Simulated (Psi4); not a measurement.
# B3LYP/cc-pVDZ run of GeHCl3 (SMILES [Cl][GeH]([Cl])[Cl])

What is the vertical ionisation energy of GeHCl3 at B3LYP/cc-pVDZ? 

Program for the calculation: Psi4 1.11.

4 further runs of the same task are left out: 4 set aside as unsound or not needed. Runs told in other sessions of the task aren't counted.

## 1. The molecule

The species is GeHCl3 (5 atoms), meant as a singlet with charge 0. As SMILES, `[Cl][GeH]([Cl])[Cl]`. The coordinates come from a PBE0-D4/def2-TZVP relaxation.

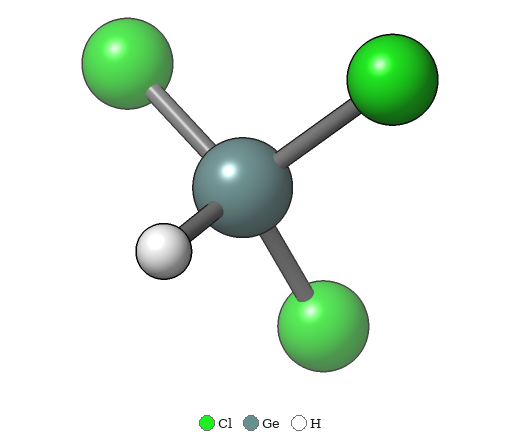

Viewed from a chosen angle; chlorine green, germanium teal, hydrogen white.

## 2. The energy at B3LYP/cc-pVDZ

Input file input.dat:

```
memory 1600 MB

molecule {
  0 1
  Cl    -1.177700    -0.012800     1.700700
  Ge     0.102400     0.090600     0.006200
  Cl     1.117900    -1.767600    -0.185300
  Cl    -1.095100     0.385600    -1.725800
  H      1.102600     1.230700     0.163000
  symmetry c1
}

set globals {
  basis                cc-pVDZ
  reference            rks
  puream               true
  scf_type             pk
  dft_radial_points    35
  dft_spherical_points 110
}

result, w = energy('b3lyp', return_wfn=True)
```

Started as:

```
$ psi4 -i input.dat -o output.dat -n 1
```

output.dat:

```text
[...]
  Running in c1 symmetry.
[...]
  Nuclear repulsion =  559.185580250140447
[...]
  Multiplicity = 1
[...]
  Nalpha       = 42
  Nbeta        = 42
[...]
    Number of basis functions: 86
[...]
   @RKS iter   1: -3457.79326440496243   -2.78995e+00   1.28887e-02 ADIIS/DIIS
[...]
   @RKS iter   8: -3458.38514595080051   -6.76391e-09   3.30206e-07 DIIS
[...]
    Orbital Energies [Eh]
    ---------------------
    Doubly Occupied:
       1A   -398.879994     2A   -101.555735     3A   -101.555683
       4A   -101.555643     5A    -49.914547     6A    -44.435771
       7A    -44.435770     8A    -44.434696     9A     -9.476384
      10A     -9.476321    11A     -9.476285    12A     -7.236969
      13A     -7.236909    14A     -7.236885    15A     -7.229720
      16A     -7.229713    17A     -7.229698    18A     -7.229692
      19A     -7.229613    20A     -7.229576    21A     -6.335467
      22A     -4.507238    23A     -4.507140    24A     -4.503216
      25A     -1.326908    26A     -1.326893    27A     -1.322707
      28A     -1.321683    29A     -1.321645    30A     -0.869053
      31A     -0.831980    32A     -0.831962    33A     -0.574943
      34A     -0.430925    35A     -0.425155    36A     -0.425136
[...]
  @RKS Final Energy: -3458.38514595080051
   => Energetics <=
    Nuclear Repulsion Energy =            559.1855802501404469
    One-Electron Energy =               -5915.2933888732723062
    Two-Electron Energy =                2029.9610109987413580
    DFT Exchange-Correlation Energy =    -132.2383483264098629
    Empirical Dispersion Energy =           0.0000000000000000
    VV10 Nonlocal Energy =                  0.0000000000000000
    Total Energy =                      -3458.3851459508000517
[...]
 Multipole Moments:
 ------------------------------------------------------------------------------------
     Multipole            Electronic (a.u.)      Nuclear  (a.u.)        Total (a.u.)
 ------------------------------------------------------------------------------------
 L = 1.  Multiply by 2.5417464519 to convert [e a0] to [Debye]
 Dipole X            :          1.2323904           -0.8405712            0.3918192
 Dipole Y            :          1.4061189           -0.9581349            0.4479839
 Dipole Z            :          0.1930208           -0.1315090            0.0615118
 Magnitude           :                                                    0.5983273
[...]
```

Wall time 52 s (1 thread of Intel Xeon at 2.60GHz (Ice Lake), shared host); peak memory 0.56 GiB.

## 3. The doublet cation

Input file cl3geh.in:

```
memory 1600 mb

molecule system {
  1 2
  Cl    -1.177700    -0.012800     1.700700
  Ge     0.102400     0.090600     0.006200
  Cl     1.117900    -1.767600    -0.185300
  Cl    -1.095100     0.385600    -1.725800
  H      1.102600     1.230700     0.163000
  symmetry c1
}

set {
  basis                cc-pVDZ
  reference            uks
  puream               true
  scf_type             pk
  dft_radial_points    35
  dft_spherical_points 110
  maxiter              100
}

energy_value, wavefunction = energy('b3lyp', return_wfn=True)
print_variables()
```

Started as:

```
$ psi4 cl3geh.in cl3geh.out -n 1
```

cl3geh.out:

```text
[...]
  Running in c1 symmetry.
[...]
  Nuclear repulsion =  559.185580250140447
[...]
  Multiplicity = 2
[...]
  Nalpha       = 42
  Nbeta        = 41
[...]
    Number of basis functions: 86
[...]
   @UKS iter   1: -3457.40156975739683   -2.39825e+00   1.28330e-02 DIIS/ADIIS
[...]
   @UKS iter  12: -3457.97146683366418   -1.59721e-08   1.58872e-07 DIIS
[...]
   @S^2 Observed:                7.541521238E-01
[...]
    Orbital Energies [Eh]
    ---------------------
    Alpha Occupied:
       1A   -399.090340     2A   -101.803654     3A   -101.803636
       4A   -101.803614     5A    -50.125421     6A    -44.646644
       7A    -44.646643     8A    -44.645292     9A     -9.722576
      10A     -9.722522    11A     -9.722510    12A     -7.482471
      13A     -7.482460    14A     -7.482425    15A     -7.481083
      16A     -7.481059    17A     -7.481051    18A     -7.473456
      19A     -7.473405    20A     -7.473386    21A     -6.547043
      22A     -4.719163    23A     -4.719065    24A     -4.713877
      25A     -1.539287    26A     -1.539270    27A     -1.533626
      28A     -1.533071    29A     -1.533050    30A     -1.105569
      31A     -1.071209    32A     -1.071195    33A     -0.791242
      34A     -0.651663    35A     -0.651653    36A     -0.639795
[...]
  @UKS Final Energy: -3457.97146683366418
   => Energetics <=
    Nuclear Repulsion Energy =            559.1855802501404469
    One-Electron Energy =               -5896.1662687438947614
    Two-Electron Energy =                2010.9534112391406779
    DFT Exchange-Correlation Energy =    -131.9441895790507147
    Empirical Dispersion Energy =           0.0000000000000000
    VV10 Nonlocal Energy =                  0.0000000000000000
    Total Energy =                      -3457.9714668336641807
  UHF NO Occupations:
  HONO-2 :   40  A 1.9991689
  HONO-1 :   41  A 1.9991677
[...]
 Multipole Moments:
 ------------------------------------------------------------------------------------
     Multipole            Electronic (a.u.)      Nuclear  (a.u.)        Total (a.u.)
 ------------------------------------------------------------------------------------
 L = 1.  Multiply by 2.5417464519 to convert [e a0] to [Debye]
 Dipole X            :          1.0480818           -0.8405712            0.2075106
 Dipole Y            :          1.1969374           -0.9581349            0.2388025
 Dipole Z            :          0.1643985           -0.1315090            0.0328895
 Magnitude           :                                                    0.3180707
[...]
```

Wall time 56 s (1 thread of Intel Xeon at 2.60GHz (Ice Lake), shared host); peak memory 0.56 GiB.

## 4. Results

At B3LYP/cc-pVDZ:

```
                                          quantity           value
                      singlet GeHCl3: total energy  -3458.38515 Eh
                     singlet GeHCl3: dipole moment          1.52 D
                       singlet GeHCl3: HOMO energy        -8.96 eV
                       singlet GeHCl3: LUMO energy        -1.63 eV
                     singlet GeHCl3: HOMO–LUMO gap         7.33 eV
                      doublet cation: total energy  -3457.97147 Eh
doublet cation: HOMO energy (highest over α and β)       -14.95 eV
 doublet cation: LUMO energy (lowest over α and β)       -13.55 eV
                              doublet cation: ⟨S²⟩           0.754
vertical ionisation energy (to the doublet cation)       11.257 eV
```

What this shows: Removing an electron at fixed nuclei costs 11.26 eV (260 kcal/mol). The negative HOMO energy of the first species, 8.96 eV, lies 2.30 eV below that difference.
